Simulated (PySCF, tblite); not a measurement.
**C₈H₁₄Si: geometry, infrared bands and NMR shifts**

Aim: predict the infrared bands and NMR shifts of C₈H₁₄Si (`C=CC[C@@]1(C=C)[SiH2][C@@H]1C`).

Computed with tblite 0.8.0 and PySCF 2.14.0, with density-fitted response routines of our own, on a single molecule in the gas phase. Atoms are numbered from 0 throughout.

**1. Starting geometry**

23 atoms, charge 0, multiplicity 1; geometry from: force field or distance geometry start.

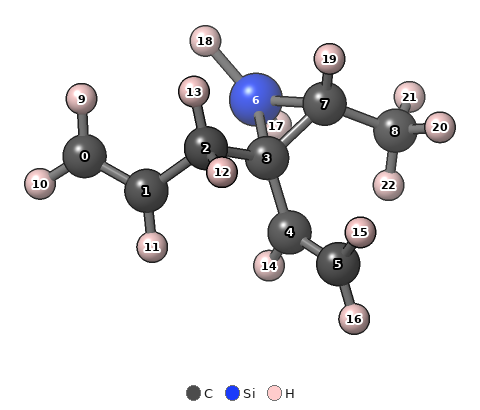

The starting geometry (carbon dark grey, silicon blue, hydrogen pink), atoms numbered.

**2. Relaxing the molecule with GFN2-xTB**

What the job is given:

```
{"job": {"kind": "relax", "xc": "GFN2-xTB", "basis": "xTB"}, "charge": 0, "multiplicity": 1}
C      3.202000     0.167600     0.957200
C      2.114900     0.795300     0.419500
C      0.807700     0.676600     1.141500
C     -0.120100     0.031600     0.121200
C     -0.291600     0.791100    -1.130300
C     -1.229100     1.761600    -1.252200
Si     0.171800    -1.811300     0.007200
C     -1.301700    -0.766700     0.552200
C     -2.427200    -0.903400    -0.484400
H      3.067100    -0.394500     1.889300
H      4.165500     0.217200     0.484700
H      2.192500     1.361700    -0.493200
H      0.417800     1.705700     1.379000
H      0.852400     0.064100     2.044900
H      0.306600     0.626900    -2.009900
H     -1.862700     1.977100    -0.371700
H     -1.345700     2.324400    -2.171300
H      0.092400    -2.478600    -1.278500
H      0.906000    -2.378700     1.143000
H     -1.632700    -0.802800     1.601400
H     -3.372500    -0.430300    -0.160700
H     -2.634200    -1.981700    -0.635800
H     -2.084000    -0.525900    -1.470200
```

The run is started by

```bash
$ OMP_NUM_THREADS=1 python probes_run.py task.json out
```

This one command runs all jobs of the session in turn.

What it wrote:

```text
step      E/eV     max force
  0    -703.45321    3.356
  1    -703.64748    2.607
  2    -703.76092    0.682
  3    -703.81245    0.464
  4    -703.85570    0.495
  5    -703.87851    0.405
  6    -703.90005    0.293
  7    -703.91956    0.356
  8    -703.94042    0.315
  9    -703.95537    0.304
 10    -703.97033    0.240
 11    -703.98482    0.271
 12    -703.99917    0.273
 13    -704.01046    0.235
 14    -704.01870    0.228
 15    -704.02666    0.209
 16    -704.03631    0.228
 17    -704.04616    0.225
 18    -704.05416    0.216
 19    -704.06055    0.197
 20    -704.06722    0.181
 21    -704.07584    0.232
 22    -704.08507    0.175
 23    -704.09219    0.168
 24    -704.09804    0.175
 25    -704.10464    0.189
 26    -704.11103    0.188
 27    -704.11617    0.151
 28    -704.12009    0.146
 29    -704.12356    0.129
 30    -704.12715    0.166
 31    -704.13095    0.187
 32    -704.13472    0.169
 33    -704.13836    0.131
 34    -704.14171    0.136
 35    -704.14459    0.172
 36    -704.14712    0.136
 37    -704.14934    0.095
 38    -704.15098    0.114
 39    -704.15354    0.129
 40    -704.15575    0.115
 41    -704.15801    0.106
 42    -704.16016    0.102
 43    -704.16246    0.107
 44    -704.16461    0.130
 45    -704.16615    0.097
 46    -704.16710    0.059
 47    -704.16786    0.059
 48    -704.16861    0.088
 49    -704.16943    0.097
 50    -704.17027    0.071
 51    -704.17099    0.053
 52    -704.17148    0.053
 53    -704.17182    0.052
 54    -704.17208    0.037
 55    -704.17240    0.034
 56    -704.17262    0.036
 57    -704.17286    0.033
 58    -704.17301    0.023
 59    -704.17313    0.021
 60    -704.17325    0.022
 61    -704.17339    0.024
 62    -704.17356    0.026
 63    -704.17376    0.028
 64    -704.17398    0.033
 65    -704.17424    0.039
 66    -704.17453    0.045
 67    -704.17485    0.047
 68    -704.17521    0.045
 69    -704.17559    0.044
 70    -704.17603    0.056
 71    -704.17659    0.079
 72    -704.17732    0.098
 73    -704.17810    0.092
 74    -704.17875    0.060
 75    -704.17930    0.054
 76    -704.17981    0.067
 77    -704.18041    0.070
 78    -704.18108    0.070
 79    -704.18164    0.048
 80    -704.18208    0.057
 81    -704.18258    0.052
 82    -704.18354    0.064
 83    -704.18442    0.063
 84    -704.18552    0.071
 85    -704.18611    0.055
 86    -704.18648    0.039
 87    -704.18686    0.042
 88    -704.18746    0.056
 89    -704.18821    0.060
 90    -704.18886    0.059
 91    -704.18955    0.068
 92    -704.19037    0.075
 93    -704.19121    0.068
 94    -704.19249    0.079
 95    -704.19354    0.171
 96    -704.19558    0.096
 97    -704.19714    0.159
 98    -704.19889    0.083
 99    -704.20046    0.099
100    -704.20323    0.164
101    -704.20434    0.133
102    -704.20539    0.125
103    -704.20679    0.090
104    -704.20779    0.093
105    -704.20973    0.124
106    -704.21151    0.144
107    -704.21321    0.111
108    -704.21460    0.116
109    -704.21585    0.151
110    -704.21806    0.155
111    -704.22120    0.109
112    -704.22448    0.166
113    -704.22710    0.120
114    -704.23009    0.172
115    -704.23117    0.187
116    -704.23335    0.106
117    -704.23482    0.088
118    -704.23671    0.066
119    -704.23875    0.075
120    -704.24012    0.065
121    -704.24127    0.070
122    -704.24231    0.078
123    -704.24333    0.075
124    -704.24435    0.078
125    -704.24543    0.067
126    -704.24658    0.109
127    -704.24782    0.081
128    -704.24940    0.089
129    -704.25060    0.076
130    -704.25216    0.078
131    -704.25382    0.104
132    -704.25596    0.095
133    -704.25837    0.099
134    -704.26104    0.100
135    -704.26349    0.098
136    -704.26536    0.119
137    -704.26671    0.072
138    -704.26789    0.110
139    -704.26925    0.103
140    -704.27073    0.077
141    -704.27204    0.074
142    -704.27296    0.068
143    -704.27390    0.065
144    -704.27453    0.047
145    -704.27496    0.040
146    -704.27530    0.041
147    -704.27565    0.041
148    -704.27610    0.041
149    -704.27673    0.052
150    -704.27761    0.060
151    -704.27855    0.060
152    -704.27922    0.059
153    -704.27980    0.075
154    -704.28026    0.057
155    -704.28100    0.043
156    -704.28141    0.041
157    -704.28205    0.051
158    -704.28247    0.049
159    -704.28292    0.039
160    -704.28336    0.038
161    -704.28379    0.047
162    -704.28415    0.051
163    -704.28443    0.037
164    -704.28469    0.034
165    -704.28497    0.049
166    -704.28527    0.045
167    -704.28554    0.051
168    -704.28570    0.042
169    -704.28589    0.040
170    -704.28606    0.031
171    -704.28627    0.030
172    -704.28648    0.033
173    -704.28674    0.035
174    -704.28698    0.032
175    -704.28724    0.035
176    -704.28753    0.042
177    -704.28787    0.040
178    -704.28823    0.036
179    -704.28856    0.041
180    -704.28890    0.050
181    -704.28925    0.043
182    -704.28960    0.037
183    -704.28988    0.032
184    -704.29006    0.028
185    -704.29018    0.020
186    -704.29029    0.018
187    -704.29039    0.017
188    -704.29046    0.014
189    -704.29052    0.013
190    -704.29057    0.014
191    -704.29061    0.012
192    -704.29064    0.009
```

It took 1.8 s on 1 thread of Arm Neoverse V1, shared host; peak memory 0.18 GiB.

Step by step: (not every step is listed)

```csv
step,energy from step 0 (eV),largest force (eV/Å)
0,0.0000,3.3559
1,-0.1943,2.6068
2,-0.3077,0.6817
3,-0.3592,0.4635
4,-0.4025,0.4948
5,-0.4253,0.4054
6,-0.4468,0.2928
7,-0.4664,0.3565
8,-0.4872,0.3148
25,-0.6514,0.1893
42,-0.7070,0.1015
59,-0.7199,0.0206
76,-0.7266,0.0667
93,-0.7380,0.0677
110,-0.7649,0.1547
127,-0.7946,0.0811
144,-0.8213,0.0474
161,-0.8306,0.0474
178,-0.8350,0.0356
187,-0.8372,0.0169
188,-0.8373,0.0136
189,-0.8373,0.0125
190,-0.8374,0.0137
191,-0.8374,0.0117
192,-0.8374,0.0092
```

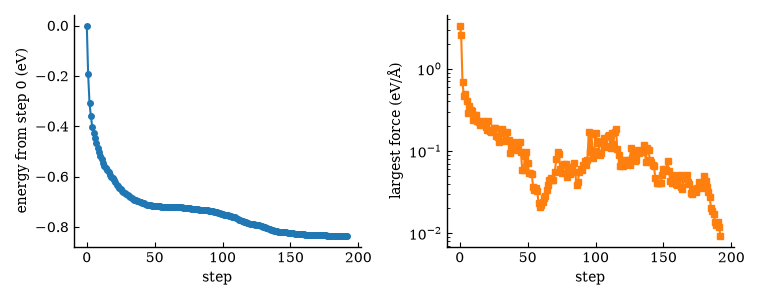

Energy and largest force along the relaxation.

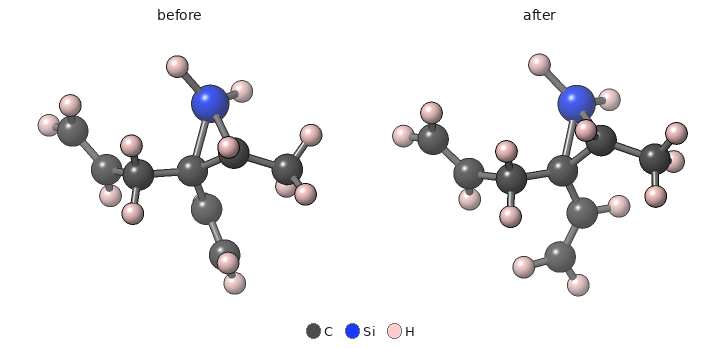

The geometry before (left) and after (right).

Close pairs (by a distance rule), those that changed most:

```csv
bond,before (Å),after (Å),change (Å)
C3–C7,1.490,1.550,+0.061
C3–Si6,1.869,1.919,+0.049
C0–C1,1.366,1.320,-0.046
C2–H12,1.126,1.095,-0.031
C5–H15,1.106,1.076,-0.030
C4–C5,1.355,1.327,-0.028
C7–C8,1.536,1.512,-0.024
C8–H22,1.110,1.087,-0.023
```

The final coordinates are the input of the step that follows.

**3. Vibrational analysis with GFN2-xTB**

What the job is given:

```
{"job": {"kind": "ir", "xc": "GFN2-xTB", "basis": "xTB"}, "charge": 0, "multiplicity": 1}
C      3.007179     0.413972     1.308988
C      1.977092     0.906751     0.646894
C      0.547863     0.677289     1.022507
C     -0.211409    -0.050160    -0.079675
C     -0.629699     0.758852    -1.226934
C     -0.384569     2.045114    -1.443059
Si     0.303996    -1.864243    -0.432741
C     -1.208078    -1.130195     0.413614
C     -2.605684    -1.185194    -0.160798
H      2.878568    -0.176954     2.201973
H      4.023531     0.586785     0.997147
H      2.138251     1.493197    -0.247379
H      0.058380     1.636106     1.222699
H      0.513525     0.087627     1.940825
H     -1.190454     0.216086    -1.977487
H      0.160025     2.668183    -0.755307
H     -0.735212     2.533754    -2.336702
H      0.142020    -2.342634    -1.793430
H      1.344551    -2.459507     0.381835
H     -1.235675    -1.182783     1.498723
H     -3.136622    -0.252533     0.033801
H     -3.163358    -1.997833     0.302042
H     -2.598971    -1.354692    -1.234519
```

What it wrote:

```text
mode    cm-1     km/mol
  1      53.3      0.06
  2      57.2      0.18
  3     112.4      0.13
  4     132.2      0.19
  5     177.8      0.06
  6     199.6      0.34
  7     235.1      0.04
  8     264.1      0.40
  9     282.8      1.29
 10     342.3      0.24
 11     367.6      6.51
 12     422.2      0.92
 13     456.9      8.58
 14     484.7     44.03
 15     487.5     16.16
 16     514.2    150.01
 17     580.4     16.58
 18     627.9      6.87
 19     689.2     10.49
 20     716.5     60.06
 21     741.7     99.85
 22     812.9     31.79
 23     867.4     18.21
 24     887.2     27.37
 25     904.6      9.27
 26     944.6      7.51
 27     964.9      4.11
 28    1006.6      0.91
 29    1016.4      8.84
 30    1023.6      9.17
 31    1033.6      7.47
 32    1059.6     10.45
 33    1089.5     33.52
 34    1135.0      0.98
 35    1184.6     14.44
 36    1214.7      0.13
 37    1253.5     21.20
 38    1276.8      0.60
 39    1306.8      0.15
 40    1332.8      1.25
 41    1336.7      5.93
 42    1413.8      0.54
 43    1418.1      4.98
 44    1427.8     11.16
 45    1479.7      4.34
 46    1498.7      3.13
 47    1507.0      1.65
 48    1679.7     54.38
 49    1716.3     12.26
 50    2360.9    201.16
 51    2381.3    345.63
 52    2928.3     33.61
 53    2975.2     24.55
 54    2990.7     35.07
 55    2995.4     33.28
 56    3018.2     56.38
 57    3033.4     11.11
 58    3047.6     60.90
 59    3066.6     22.63
 60    3090.7     29.75
 61    3105.1     29.66
 62    3117.9     58.86
 63    3127.7     55.88
```

Run time: 1.1 s. Hardware: 1 thread of Arm Neoverse V1, shared host; peak memory 0.18 GiB.

Which atoms move in the most intense modes:

```csv
cm⁻¹,km/mol,atoms
514,150.0,"H17 50 %, H18 37 %, Si6 10 %"
716,60.1,"H17 37 %, H18 27 %, C7 11 %"
742,99.8,"Si6 25 %, C3 20 %, H18 12 %, H17 11 %"
2361,201.2,H17 91 %
2381,345.6,H18 91 %
3018,56.4,H21 82 %
3048,60.9,H14 82 %
3118,58.9,"H10 69 %, H9 19 %"
```

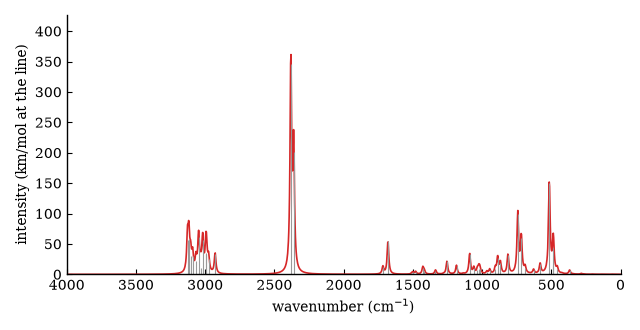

The infrared spectrum from these modes, unscaled. Lines are broadened to a width of 14 cm⁻¹ (Lorentzian).

**4. Nuclear shieldings: PBE0/pcSseg-1**

The job, as its differences from that of step 3:

```diff
@@ -1,2 +1,2 @@
-{"job": {"kind": "ir", "xc": "GFN2-xTB", "basis": "xTB"}, "charge": 0, "multiplicity": 1}
+{"job": {"kind": "nmr", "xc": "PBE0", "basis": "pcSseg-1"}, "charge": 0, "multiplicity": 1}
 C      3.007179     0.413972     1.308988
```

With the program's defaults for keys left out, this is: GIAO PBE0/pcSseg-1 NMR shielding, non-relativistic, gas phase.

What it wrote:

```text
coarse grid: 18992 points
cycle   1  E = -601.9865829252  dE =  1.059e+00  |g| = 5.042e-01  |ddm| = 4.376e+00
cycle   2  E = -601.9514822614  dE =  3.510e-02  |g| = 6.166e-01  |ddm| = 1.235e+00
cycle   3  E = -602.0579410978  dE = -1.065e-01  |g| = 1.047e-01  |ddm| = 8.214e-01
cycle   4  E = -602.0605297600  dE = -2.589e-03  |g| = 3.926e-02  |ddm| = 1.568e-01
cycle   5  E = -602.0608694974  dE = -3.397e-04  |g| = 1.524e-02  |ddm| = 4.650e-02
cycle   6  E = -602.0609308724  dE = -6.137e-05  |g| = 2.735e-03  |ddm| = 1.812e-02
cycle   7  E = -602.0609325572  dE = -1.685e-06  |g| = 6.918e-04  |ddm| = 3.405e-03
final grid: 176800 points
cycle   8  E = -602.1176290601  dE = -7.727e-05  |g| = 9.990e-03  |ddm| = 5.696e-02
cycle   9  E = -602.1176129880  dE =  1.607e-05  |g| = 1.243e-02  |ddm| = 2.340e-02
cycle  10  E = -602.1176549081  dE = -4.192e-05  |g| = 2.368e-03  |ddm| = 1.543e-02
cycle  11  E = -602.1176563558  dE = -1.448e-06  |g| = 3.947e-04  |ddm| = 2.810e-03
cycle  12  E = -602.1176563888  dE = -3.300e-08  |g| = 1.664e-04  |ddm| = 5.031e-04
cycle  13  E = -602.1176563958  dE = -7.059e-09  |g| = 3.876e-05  |ddm| = 2.220e-04
cycle  14  E = -602.1176563962  dE = -3.456e-10  |g| = 1.087e-05  |ddm| = 4.948e-05
converged SCF energy = -602.1176563962

GIAO shielding tensors (ppm)
atom      isotropic    diamagn.    paramagn.     s11        s22        s33       span
  0 C       67.035     253.488    -186.453    -41.774     87.195    155.683    197.457
  1 C       38.377     258.265    -219.888    -90.092     41.122    164.101    254.193
  2 C      141.745     245.401    -103.656    114.598    146.396    164.241     49.642
  3 C      147.893     258.772    -110.879    108.486    148.533    186.658     78.172
  4 C       39.190     252.090    -212.900    -86.472     45.617    158.425    244.897
  5 C       73.437     257.187    -183.749    -34.719     82.908    172.123    206.842
  6 Si     468.910     884.383    -415.474    379.571    383.417    643.742    264.171
  7 C      158.152     255.874     -97.722    123.805    164.782    185.869     62.063
  8 C      169.612     244.462     -74.850    158.780    164.725    185.331     26.551
  9 H       26.659      32.062      -5.402     22.495     26.043     31.440      8.945
 10 H       26.520      28.954      -2.434     23.349     25.410     30.801      7.452
 11 H       25.045      33.146      -8.101     20.980     23.981     30.174      9.194
 12 H       28.373      32.880      -4.507     25.950     26.768     32.402      6.452
 13 H       30.501      34.744      -4.242     25.867     30.238     35.399      9.532
 14 H       25.662      34.292      -8.631     22.845     23.028     31.112      8.268
 15 H       26.442      34.293      -7.851     22.933     24.867     31.527      8.595
 16 H       26.348      29.496      -3.147     23.471     25.027     30.547      7.076
 17 H       29.274      32.485      -3.211     23.891     27.430     36.500     12.609
 18 H       28.881      32.717      -3.835     23.652     27.163     35.829     12.176
 19 H       30.515      34.790      -4.275     23.889     30.730     36.926     13.037
 20 H       30.054      29.809       0.245     24.741     28.338     37.084     12.343
 21 H       30.018      27.506       2.512     25.140     27.184     37.732     12.592
 22 H       30.673      30.492       0.181     25.848     28.918     37.253     11.406
```

Run time: 59 s. Hardware: 1 thread of Arm Neoverse V1, shared host; peak memory 1.1 GiB.

Shifts follow as δ = σ(reference) − σ, with reference shieldings (ppm) from runs at the same level and on the same kind of geometry: 1H TMS 31.72, 13C TMS 186.9, 29Si TMS 349.2. The references are single molecules in the gas phase. Atoms listed in one row are averaged.

```csv
atoms,environment,σ (ppm),δ (ppm),δ scaled to CDCl3
C1,alkene CH,38.4,148.5,143.1
C4,alkene CH,39.2,147.7,142.3
C0,terminal =CH2 carbon,67.0,119.9,115.1
C5,terminal =CH2 carbon,73.4,113.5,108.8
C2,allylic sp3 CH2,141.7,45.2,42.2
C3,three-membered-ring carbon,147.9,39.0,36.2
C7,three-membered-ring carbon,158.2,28.8,26.2
C8,methyl carbon,169.6,17.3,15.0
H11,hydrogen on an alkene CH,25.05,6.67,6.40
H14,hydrogen on an alkene CH,25.66,6.06,5.81
H16,hydrogen on a terminal =CH2 carbon,26.35,5.37,5.17
H15,hydrogen on a terminal =CH2 carbon,26.44,5.27,5.08
H10,hydrogen on a terminal =CH2 carbon,26.52,5.20,5.01
H9,hydrogen on a terminal =CH2 carbon,26.66,5.06,4.87
H12,hydrogen on an allylic sp3 CH2,28.37,3.34,3.26
H18,"hydrogen on a silicon bonded to 2 C, in a 3-membered ring",28.88,2.84,–
H17,"hydrogen on a silicon bonded to 2 C, in a 3-membered ring",29.27,2.44,–
"H20, H21, H22",hydrogen on a methyl carbon,30.25,1.47,1.49
H13,hydrogen on an allylic sp3 CH2,30.50,1.22,1.25
H19,hydrogen on a three-membered-ring carbon,30.52,1.20,1.24
Si6,"silicon bonded to 2 C, 2 H, in a 3-membered ring",468.9,-119.8,–
```

The scaled column applies a straight-line fit of computed shieldings to shifts measured in CDCl3 (root-mean-square error 0.16 ppm for H, 1.9 ppm for C).

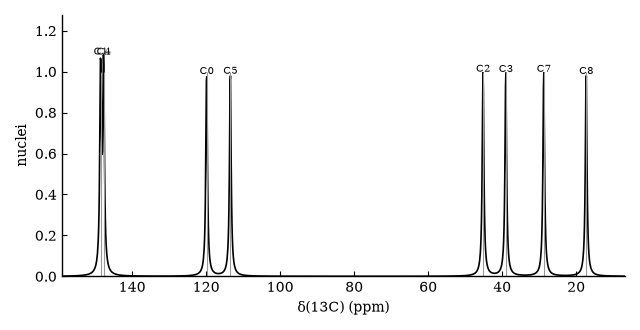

13C lines at the computed shifts, without couplings. Lines are broadened to a width of 0.52 ppm (Lorentzian).

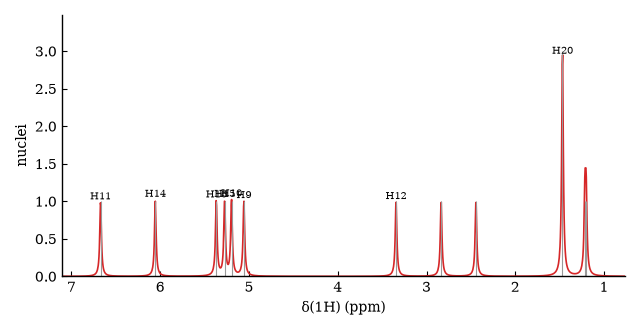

1H lines at the computed shifts, without couplings. Lines are broadened to a width of 0.02 ppm (Lorentzian).

The run also stored atomic charges by several schemes (e):

```csv
atoms,Mulliken,IAO,Hirshfeld,ESP fit
C0,-0.15,-0.33,-0.11,-0.50
C1,-0.22,-0.12,-0.04,-0.05
C2,-0.06,-0.25,-0.07,-0.24
C3,-0.57,-0.18,-0.05,0.24
C4,-0.07,-0.13,-0.04,-0.25
C5,-0.14,-0.35,-0.12,-0.47
Si6,0.56,0.60,0.29,0.05
C7,-0.41,-0.34,-0.11,-0.15
C8,-0.18,-0.41,-0.12,-0.35
```

ESP fit charges:

C0 -0.50; C1 -0.05; C2 -0.24; C3 0.24; C4 -0.25; C5 -0.47; Si6 0.05; C7 -0.15; C8 -0.35; H9 0.19; H10 0.19; H11 0.13; H12 0.11; H13 0.11; H14 0.18; H15 0.19; H16 0.19; H17 0.01; H18 0.01; H19 0.09; H20 0.12; H21 0.11; H22 0.09

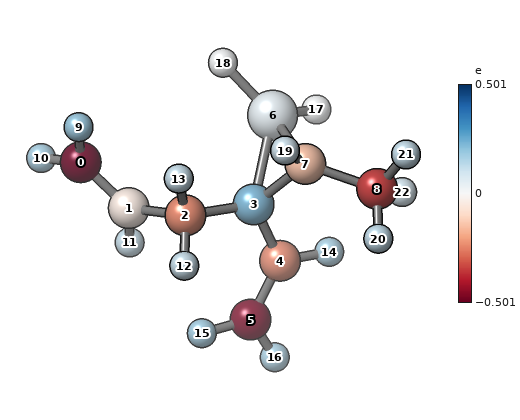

ESP fit charges, as colours on the atoms.

Mayer bond orders: C0–C1 1.99, C1–C2 1.03, C2–C3 1.01, C3–C4 1.06, C4–C5 1.96, C3–Si6 0.83, Si6–C7 0.92, C7–C8 1.07, C7–C3 0.83.

Ring of atoms C3, Si6, C7: NICS(0) -28.3, NICS(1) -7.6, NICS(1)zz -16.8 ppm (means of both faces).

In rings of three or four atoms NICS is ruled by the nearby σ bonds, so it says little on aromaticity.

The fields below are evaluated on a grid from the run's orbitals.

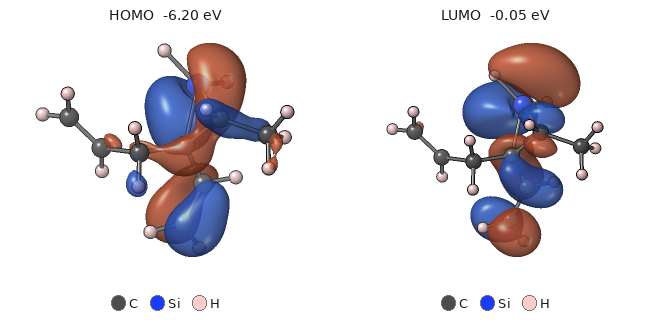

Frontier orbitals at PBE0/pcSseg-1; each surface holds 70 % of the orbital's density, blue and red mark the sign.

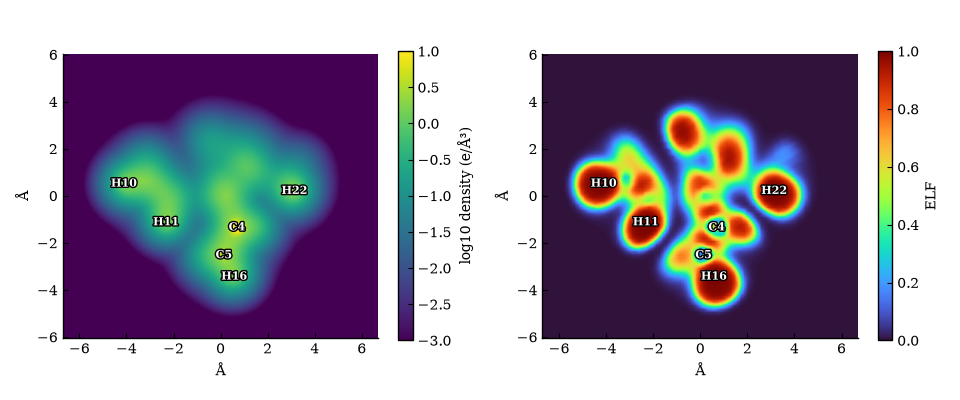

Density (left) and ELF (right) in a plane through or near 6 of the atoms.

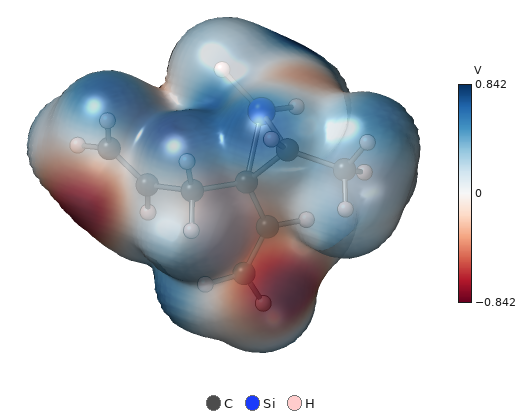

The potential that a unit positive charge feels on the 0.002 e/bohr³ surface, from -0.78 V near C5 to 0.84 V near H17.

**5. What came out**

| quantity | value |
| --- | --- |
| strongest single infrared mode (GFN2-xTB) | 2381 cm⁻¹, 346 km/mol |
| zero-point energy (GFN2-xTB) | 118.6 kcal/mol |
| 13C shifts against TMS (PBE0/pcSseg-1) | 148.5, 147.7, 119.9, 113.5, 45.2, 39.0, 28.8, 17.3 ppm |
| 1H shifts against TMS (PBE0/pcSseg-1, means over atoms taken as alike) | 6.67, 6.06, 5.37, 5.27, 5.20, 5.06, 3.34, 2.84, 2.44, 1.47, 1.22, 1.20 ppm |
| 29Si shifts against TMS (PBE0/pcSseg-1) | -119.8 ppm |
| surface potential, least and greatest | -0.78 V and 0.84 V |

In words: The optimisation took 192 steps and gained 0.837 eV; among the close pairs (by a distance rule), C3–C7 changed most, from 1.490 to 1.550 Å. All 63 modes are real, so the xTB geometry is a minimum. The strongest single mode, at 2381 cm⁻¹, moves mainly H18. GFN2-xTB is a fitted tight-binding method: band positions and strengths are rough. Its intensities can rank the bands wrongly.
